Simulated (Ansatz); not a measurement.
The parent structure is SiC (space group P6_3mc, No. 186; a = 3.058 Å, c = 10.012 Å). Axes: x lies along a and z along c of the hexagonal cell.

Structures relaxed with LDA (Ansatz, a first-principles code, PAW, no spin-orbit coupling).

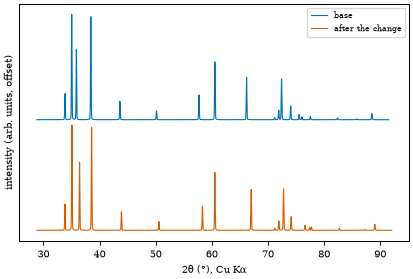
Fig. 1. Simulated powder patterns before (top) and after one change

Task: Name the change that was made.
(A) uniaxial strain ε_zz = −3.00 %
(B) uniaxial strain ε_zz = −1.50 %
(C) uniaxial strain ε_zz = −0.75 %
(D) uniaxial strain ε_zz = −2.25 %

Result: B, uniaxial strain ε_zz = −1.50 %. Its volume per atom is 9.99 Å³ against 10.14 Å³, and its space group is P6_3mc (No. 186).

Stability against distortions was not tested.
